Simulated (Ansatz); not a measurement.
## Starting-point dependence of the GW gap of BaTiO3 (Barioperovskite)

One-shot GW is not self-consistent; how far does the start matter for BaTiO3 (Barioperovskite)?

Main program and level: Ansatz 0.2.0; G0W0 on several functionals, plane waves, PAW.

**1. The starting structure**

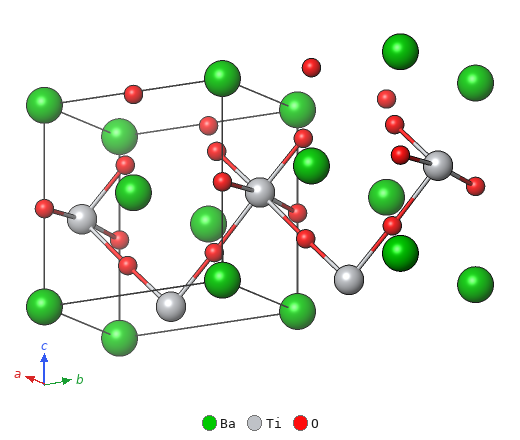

The cell as given, from a free direction (barium green, titanium light grey, oxygen red). 1×2×1 cells are drawn. This picture shows the conventional cell, with its axes. Some periodic images of atoms are drawn too.

The cell and positions come from the Crystallography Open Database and are kept as given unless a step says otherwise. Spin-orbit coupling is left out unless a step names it. The default PAW set here is soft_1. Its files were made with PBE; for other functionals the partial waves and projectors stay those of PBE.

**2. G0W0 on LDA**

G0W0 replaces the xc potential by the self-energy, built once from these orbitals. Only a window of levels is corrected, while the sums run over the empty bands that the input names.

This step: G0W0 on LDA, plane waves, PAW.

input.yaml reads:

```yaml
crystal:
  lattice:
    - [3.9855, 0.0, 0.0]
    - [0.0, 2.8369, 2.84515]
    - [0.0, -2.8369, 2.84515]
  atoms:
    - { symbol: Ba, position: [0.0, 0.0, 0.0] }
    - { symbol: Ti, position: [0.5, 0.5124, 0.5124] }
    - { symbol: O, position: [0.0, 0.4874, 0.4874] }
    - { symbol: O, position: [0.5, 0.50524, 0.99184] }
    - { symbol: O, position: [0.5, 0.99184, 0.50524] }
kpoints:
  mp_grid: { grid: [4, 4, 4] }
hamiltonian:
  xc: lda
  pseudopotentials: { kind: paw, azcp: { folder: "./paw" } }
scf:
  occupations: { method: fixed }
gw:
  n_empty_bands: 236
  ecut_chi: 138
  qp_bands: [v2, c2]
  qp_kpoints: band_edges
  screening: { model: contour_deformation }
```

On the command line:

```sh
$ ansatz run input.yaml --threads 3 --pin off --max-ram 92160MiB --backend cuda --events-out ev --progress --plain --runs-dir out --devices 1 --max-vram 13GiB
```

Numbers of over 12 decimals in the logs are rounded to 6 here.

What it wrote:

```text
Warning: <dir> the record states the generating functional pbe (its physics header spells it `PBE`), which answers neither for hamiltonian.xc's functional nor for the lda family's — results may be inconsistent (PPs are generated against a specific XC)
Warning: <dir> the record states the generating functional pbe (its physics header spells it `PBE`), which answers neither for hamiltonian.xc's functional nor for the lda family's — results may be inconsistent (PPs are generated against a specific XC)
Warning: <dir> the record states the generating functional pbe (its physics header spells it `PBE`), which answers neither for hamiltonian.xc's functional nor for the lda family's — results may be inconsistent (PPs are generated against a specific XC)
GPUs: using 1 of 1 available (devices: 1).
Engine: ansatz 0.2.0, x86_64-unknown-linux-gnu
Pseudopotentials: kind: paw
Pseudopotential: Ba, paw, valence charge 10, recommended cutoff 420 eV (normal), <dir>
Pseudopotential: Ti, paw, valence charge 12, recommended cutoff 420 eV (normal), <dir>
Pseudopotential: O, paw, valence charge 6, recommended cutoff 420 eV (normal), <dir>
Functional definition: SPW92
  exchange = slater_x
  correlation = pw_c
device memory: the entry about to start is reckoned to put 0.7 GiB on a device that reports 63.9 GiB free (of which the cap on the GPU budget leaves the run 13.0 GiB)
GPU FFT provider: cuFFT
GPU libraries: cuBLAS 13.8.2, cuFFT 12.4.0, cuSOLVER 12.3.4
Crystal: 5 atoms, lattice volume = 64.337 Å³
Basis set: ecut = 420 eV, 1249 PW (Γ)
Bands: 25, of which v1, the nominal top of the filled ones, is band 20 counted from 1 (19 counted from 0)
Symmetry: 4 space group operations
Space group: Amm2 (ITA 38), of the structure as read, at distance tolerance 4.0e-5 Å
k-points: 21 of 64 (time reversal used)
Non-local potential: Ba, projectors of the file, l = 0: 3, l = 1: 2, l = 2: 2, l = 3: 2
Non-local potential: Ti, projectors of the file, l = 0: 3, l = 1: 2, l = 2: 3, l = 3: 1
Non-local potential: O, projectors of the file, l = 0: 2, l = 1: 2, l = 2: 1
PAW form: soft (Blöchl's): semilocal exchange-correlation on the pseudo side does not see the compensation charge
PAW frozen core: Ba, regenerated for the run's functional, and the local potential with it (the file was generated under x = pbe(κ = 0.804, μ = 0.219515), c = pbe(β = 0.066725))
PAW frozen core: Ti, regenerated for the run's functional, and the local potential with it (the file was generated under x = pbe(κ = 0.804, μ = 0.219515), c = pbe(β = 0.066725))
PAW frozen core: O, regenerated for the run's functional, and the local potential with it (the file was generated under x = pbe(κ = 0.804, μ = 0.219515), c = pbe(β = 0.066725))
PAW one-centre angular grid: Ba, 194 points (default); XC on 64 Gauss nodes
PAW one-centre angular grid: Ti, 590 points (default); XC on 64 Gauss nodes
PAW one-centre angular grid: O, 110 points (default); XC on 64 Gauss nodes
Initial density: superposition of atomic densities (chi_scale 0.1, normalization cell, long waves kept (reshape's long-wave potential 0.00 eV rms))
Initial wavefunctions: pseudopotential atomic-orbital guess
GPU buffer pool allocated for 19683 grid points (all kernels)
GPU transforms: local potential and band sums: pruned to the plane-wave sphere, on 27×27×27
Functional: x = slater, c = lda
SCF iter   1: F=—  HF=-9905.087786 eV  |F-HF|=—  |Δ(HF+E_count)|=         —  Δρ=5.70e-2  dr2=2.16e0  ethr=3.10e-3  ⟨swp⟩=4.7  Hψ=2018  notcnv=0  defer=37
preconditioner: auto → Resta (q_TF=auto, 2.521 Å⁻¹)  ε∞=5.9  [insulator: Δε(μ)=2.146 eV  Ē_g=11.424 eV  n_scr=18 (ndim 8)  ℏωp=25.4 eV  f_vac=0.000  ε∞_Penn≈5.9]
SCF iter   2: F=—  HF=-9904.632504 eV  |F-HF|=—  |Δ(HF+E_count)|=   4.55e-1  Δρ=2.29e-2  dr2=4.79e-1  ethr=3.10e-3  ⟨swp⟩=2.5  Hψ=991  notcnv=0  defer=23
SCF iter   3: F=—  HF=-9904.552068 eV  |F-HF|=—  |Δ(HF+E_count)|=   8.04e-2  Δρ=1.32e-2  dr2=1.11e-1  ethr=1.20e-3  ⟨swp⟩=2.1  Hψ=878  notcnv=0  defer=42
SCF iter   4: F=—  HF=-9904.537481 eV  |F-HF|=—  |Δ(HF+E_count)|=   1.46e-2  Δρ=8.82e-3  dr2=5.57e-2  ethr=2.77e-4  ⟨swp⟩=2.2  Hψ=963  notcnv=0  defer=42
SCF iter   5: F=—  HF=-9904.528190 eV  |F-HF|=—  |Δ(HF+E_count)|=   9.29e-3  Δρ=3.14e-3  dr2=7.18e-3  ethr=1.39e-4  ⟨swp⟩=2.0  Hψ=720  notcnv=0  defer=56
SCF iter   6: F=—  HF=-9904.526865 eV  |F-HF|=—  |Δ(HF+E_count)|=   1.33e-3  Δρ=8.47e-4  dr2=5.00e-4  ethr=1.80e-5  ⟨swp⟩=2.2  Hψ=747  notcnv=0  defer=63
SCF iter   7: F=—  HF=-9904.526777 eV  |F-HF|=—  |Δ(HF+E_count)|=   8.73e-5  Δρ=2.26e-4  dr2=2.85e-5  ethr=1.25e-6  ⟨swp⟩=2.1  Hψ=767  notcnv=0  defer=57
SCF iter   8: F=—  HF=-9904.526772 eV  |F-HF|=—  |Δ(HF+E_count)|=   4.80e-6  Δρ=2.28e-5  dr2=2.69e-7  ethr=7.12e-8  ⟨swp⟩=2.0  Hψ=768  notcnv=0  defer=22
SCF iter   9: F=-9904.526772 eV  HF=-9904.526772 eV  |F-HF|=2.18e-10  |Δ(HF+E_count)|=   1.05e-8  Δρ=3.84e-6  dr2=7.80e-9  ethr=2.50e-10  ⟨swp⟩=7.5  Hψ=2048  notcnv=0
SCF 1 converged in 9 iterations: F = -9904.526772 eV  dr2 = 7.80e-9
  greatest PAW one-centre occupation: 0.998 electrons in one spin orbital (limit 2), on the Ti atom at site 1 (counted from 0), in its partial waves of l = 0
device memory: the entry about to start is reckoned to put 0.7 GiB (of the 0.8 GiB reckoned in all, the device holds 0.1 GiB already) on a device that reports 63.9 GiB free (of which the cap on the GPU budget leaves the run 12.9 GiB)
NSCF: frozen V_eff on 21 k-points, pencils in batches of 32, up to order 100
the band table was solved once the SCF had ended and its energy, with any forces and stress, was formed, with the checks that follow a solve (2322 applications of the Hamiltonian). They found nothing against the state; the energy, forces and stress were not computed again (output.eigenvalues in the input reference)
device memory: the entry about to start is reckoned to put 4.4 GiB on a device that reports 64.0 GiB free (of which the cap on the GPU budget leaves the run 13.0 GiB)
NSCF: frozen V_eff on 21 k-points
G₀W₀ screening: q 1/21
[... further progress lines ...]
device memory: the entry about to start is reckoned to put 0.3 GiB on a device that reports 67.4 GiB free (of which the cap on the GPU budget leaves the run 13.0 GiB)
NSCF: frozen V_eff on 1 k-points
device memory: the entry about to start is reckoned to put 0.3 GiB on a device that reports 67.4 GiB free (of which the cap on the GPU budget leaves the run 13.0 GiB)
NSCF: frozen V_eff on 1 k-points
SCF converged after 9 iterations
Free energy (F): -9904.526772 eV
Harris-Foulkes:  -9904.526772 eV  (|F-HF|=2.18e-10)
Internal energy: -9904.526772 eV  (E = F + TS)
E sigma→0 (E₀):  -9904.526772 eV
Fermi energy:    9.842753 eV
--- Per-component energies (eV) ---
  E_band       = -153.150068
  E_kinetic    = 940.970516
  E_local      = -2186.889026  (includes V_loc(G=0)·N_el)
  E_nonlocal   = 320.222209
  E_hartree    = 834.067114
  E_xc         = -525.722366
  E_vxc        = -548.840154  (∫ρ·V_xc dr)
  E_paw        = -6472.819775  (= ΣΔE_a)
  E_vpaw       = -346.749880  (= ΣTr[D̂ρ^β])
  E_aug_tail   = 0.002247  (compensation charges beyond the density's cutoff)
  E_ewald      = -2815.256928
  E_core_change = 0.899235  (= ΣΔE_core)
  E_smearing   = -0.000000  (= −TS)
  E_closure    = -0.000000  (closes the sum)
  Σ components = -9904.526772   (vs F -9904.526772, Δ=0.00e0)
--- Band table (eV; the first three rows and the last of 21) ---
  k-point 0: bands = [... 16 lower, 8.7190, 9.5275, 9.6386, 9.6850, 11.6643, 11.7283, 11.8924, 13.9450, ... 1 higher]
  k-point 1: bands = [... 16 lower, 8.3931, 8.6264, 9.2677, 9.3741, 11.8258, 12.6127, 12.6681, 13.9792, ... 1 higher]
  k-point 2: bands = [... 16 lower, 7.9946, 8.1633, 9.0570, 9.1397, 11.8912, 13.3826, 13.4106, 13.9760, ... 1 higher]
  k-point 20: bands = [... 16 lower, 7.5059, 9.7964, 9.8326, 9.8428, 14.0196, 14.0614, 14.0720, 16.5054, ... 1 higher]
--- G₀W₀: contour deformation, 7 samples at zero and on the imaginary axis and 1 off it, 64 q-points, 236 empty bands' worth ---
  eigenvalues of the whole cell's RPA ε∞ on this k-mesh (on a slab, of 1 + 4πα/V) = 6.4974, 6.5624, 6.6246; static W/v taken at q = 0 is 0.152411
  gw.qp_kpoints: band_edges: 15 of 21 stored k-points solved, in 1 pass; an edge of the gap read off the rows below is read off those points alone
    valence top: of the k-points left out ik 17 came nearest to being solved in a further pass, in band 19 (counted from 1, as in the quasiparticle table): it holds the edge there only if its correction is more favourable than any solved in that band by at least 0.543 eV; those differ by 0.097 eV
    conduction bottom: of the k-points left out ik 4 came nearest to being solved in a further pass, in band 21 (counted from 1, as in the quasiparticle table): it holds the edge there only if its correction is more favourable than any solved in that band by at least 1.004 eV; those differ by 0.070 eV
    ik  band        ε_KS         Σx   Σc(E_QP)       V_xc       Z   E_QP_lin       E_QP  E_QP is
     0    19      9.6386   -25.8682     4.2817   -21.4135  0.7210     9.4650     9.4656  root
     0    20      9.6850   -25.9730     4.3412   -21.4534  0.7212     9.5060     9.5066  root
     0    21     11.6643   -12.6281    -6.5346   -20.5685  0.7327    13.1162    13.0700  root
     0    22     11.7283   -12.7556    -6.4242   -20.5747  0.7321    13.1687    13.1232  root
     1    19      9.2677   -25.2933     4.1187   -21.0113  0.7180     9.1040     9.1045  root
     1    20      9.3741   -25.6735     4.3245   -21.1666  0.7187     9.1909     9.1916  root
     1    21     11.8258   -13.0246    -6.5078   -20.9389  0.7287    13.2798    13.2322  root
     1    22     12.6127   -14.0439    -6.5435   -21.9609  0.7109    14.0397    13.9862  root
     2    19      9.0570   -25.4351     4.3365   -20.8992  0.7160     8.8569     8.8577  root
     2    20      9.1397   -25.7349     4.5027   -21.0156  0.7166     8.9221     8.9232  root
     2    21     11.8912   -13.1351    -6.6276   -21.1889  0.7259    13.3679    13.3173  root
     2    22     13.3826   -14.7206    -7.1279   -23.2286  0.6863    14.8337    14.7627  root
     3    19      8.8480   -24.9533     4.0631   -20.7228  0.7163     8.6799     8.6805  root
     3    20      9.3733   -25.4052     4.5091   -20.6839  0.7117     9.1601     9.1612  root
     3    21     12.6793   -14.0523    -6.6351   -22.0712  0.7099    14.1183    14.0631  root
     3    22     12.6948   -14.2748    -6.6497   -22.3067  0.7063    14.1331    14.0768  root
     5    19      8.8743   -24.9918     4.0680   -20.7590  0.7164     8.7090     8.7096  root
     5    20      9.3523   -25.3773     4.5112   -20.6556  0.7111     9.1407     9.1418  root
     5    21     12.5533   -13.8863    -6.6715   -21.9500  0.7115    14.0004    13.9456  root
     5    22     12.8094   -14.3843    -6.6426   -22.4039  0.7049    14.2433    14.1863  root
     6    19      9.0081   -25.1316     4.6095   -20.2694  0.7078     8.7538     8.7554  root
     6    20      9.7467   -25.6068     4.6752   -20.7270  0.7109     9.5413     9.5422  root
     6    21     13.3979   -14.7362    -7.2335   -23.3560  0.6847    14.8567    14.7841  root
     6    22     13.4583   -14.7295    -7.2608   -23.3771  0.6841    14.9183    14.8452  root
[...]
18    19      9.3280   -25.1416     4.6489   -20.2661  0.7082     9.1002     9.1014  root
    18    20      9.8168   -25.6972     4.6743   -20.8313  0.7110     9.6245     9.6253  root
    18    21     13.7080   -14.6894    -7.4773   -23.5430  0.6777    15.1637    15.0844  root
    18    22     13.7098   -14.7167    -7.4595   -23.5477  0.6778    15.1595    15.0813  root
    20    19      9.8326   -25.7586     4.6808   -20.8921  0.7111     9.6461     9.6469  root
    20    20      9.8428   -25.7535     4.6731   -20.8970  0.7111     9.6587     9.6594  root
    20    21     14.0196   -14.6747    -7.8100   -23.8503  0.6668    15.4706    15.3852  root
    20    22     14.0614   -14.7010    -7.8878   -23.9546  0.6639    15.5150    15.4272  root
```

Wall time 25 s (1 × NVIDIA H100 80GB HBM3 (shared by 6 runs) with 3 threads of AMD EPYC 7R13 (Zen 3), shared host); peak memory 1.3 GiB.

This step gave:

* bands summed: 256
* RPA ε∞ on this mesh (eigenvalues): 6.497, 6.562, 6.625
* plane waves in the screening matrix: 251
* q-points in the mesh: 64
* G0W0 gap on the mesh: 3.411 eV
* k of the valence top: -0.5, -0.5, -0.5
* k of the conduction bottom: 0, 0, 0
* starting gap on the mesh: 1.822 eV
* Z at the valence top: 0.7111
* Z at the conduction bottom: 0.7327
* least direct G0W0 gap on the computed points: 3.563 eV

The gap on the mesh goes from 1.82 eV to 3.41 eV, a correction of +1.59 eV. Between the two edge states, bare exchange in place of the xc potential would open the gap by 12.80 eV, and correlation takes back 11.21 eV.

(Part 1 of 2 ends here.)

[Paths, hosts, dates, memory and timing lines, banners, echoed tables and standing remarks are left out of the program output.]

[Logs are printed without paths, hosts, clocks, repeated set-up lines and the standing remarks that a program may print on its own settings, such as how far it seeks lower states.]

[Runs of the session that timed out or met a known fault of the program may be left out.]

[Cells called generated may have been cut or substituted from an entry of the Crystallography Open Database or the Materials Project.]

[Hosts, paths, dates, database ids (printed as entryN), source tags and the programs' standing remarks are cut or masked in the printed files.]
